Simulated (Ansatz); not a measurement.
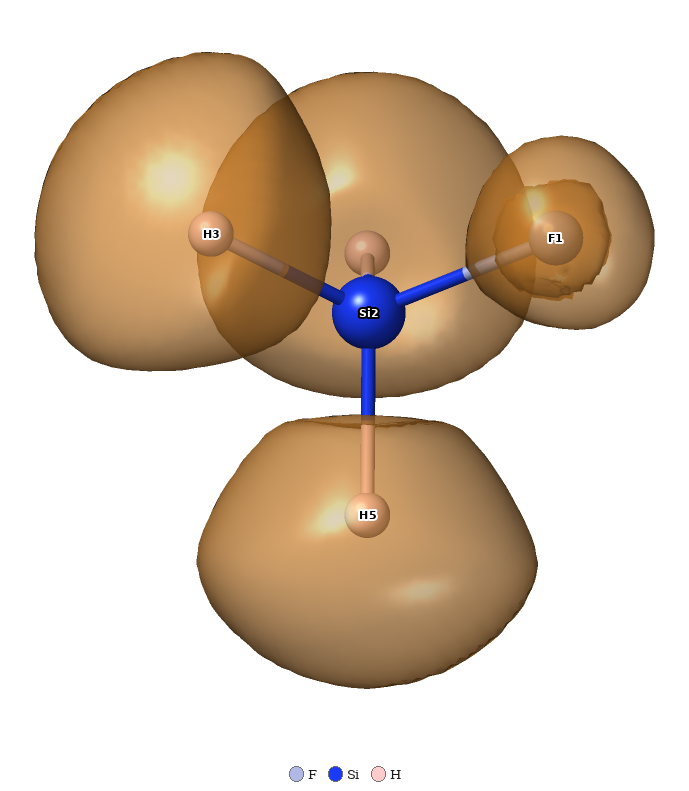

The picture shows: FH3Si (SMILES F[SiH3]). Isosurface of the ELF at 0.8 (orange), seen at an oblique angle. Only the valence region is drawn (cores and ρ < 0.01 e/Å³ removed).

Geometry: PBE0-D3(BJ)/pcseg-1.

Level of theory: isolated molecule in a Gaussian basis; Kohn-Sham density functional theory, functional PBE0 in Ansatz 0.2.0.

Input file:

```
basis:
  gaussian: {orbitals: def2-TZVPD}
crystal:
  periodic: [false, false, false]
  atoms:
    - {symbol: F, position_ang: [-0.169370, 0.803249, 1.585250]}
    - {symbol: Si, position_ang: [0.771793, 0.011314, 0.513153]}
    - {symbol: H, position_ang: [2.178428, 0.069725, 0.992600]}
    - {symbol: H, position_ang: [0.305108, -1.398516, 0.432609]}
    - {symbol: H, position_ang: [0.641689, 0.681309, -0.808242]}
hamiltonian: {xc: pbe0}
output: {forces: true, orbitals: {seedname: orbitals}}
```

Command:

```sh
ansatz run input.yaml --threads 1 --pin off --max-ram 2610MiB --events-out events.jsonl --progress --plain --runs-dir runs
```

> Describe the localisation domains.

The ELF exceeds this value in three regions around hydrogen nuclei and one region wrapped around F (its lone pairs, merged into a ring or cap). Along the contacts the grid gives the following. Si–F (1.63 Å): the ELF peaks at about 0.85 in the valence shell of F, 0.6 Å from its nucleus, and is about 0.55 at the midpoint. Si–H (1.49 Å): the ELF climbs to about 1 towards the hydrogen, as it does in any bond to H.
